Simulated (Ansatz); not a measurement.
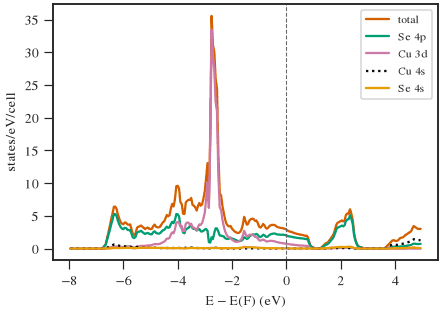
Fig. 1. Total and projected density of states of CuSe2 in space group Pnnm (No. 58; Cu on 2a, Se on 4g), plane-wave PAW r²SCAN (Ansatz code)

Q: Which orbitals carry the states next to the Fermi level?

A: Within 0.5 eV of the Fermi level: Se 4p 68 %, Cu 3d 27 %. Projections are on Löwdin-orthogonalised atomic valence shells; empty p or d shells of many metals are not among them.

Q: Where is the tallest occupied peak in this window, and what makes it?

A: Near -2.8 eV, about 36 states/eV per cell; the largest projected share is Cu 3d.

The workflow started from a Materials Project entry (that database holds measured and hypothetical structures alike); the Crystallography Open Database files this formula in space group No. 58, but the cells were not matched. Its standing as an ambient phase is unchecked. The r²SCAN relaxation kept the symmetry of its start; whether a distortion lowers the energy is not shown. No spin polarisation was allowed. Scalar-relativistic: spin–orbit coupling is off unless named, which matters more the heavier the elements.

Potentials: the earlier of the program's two PAW sets.
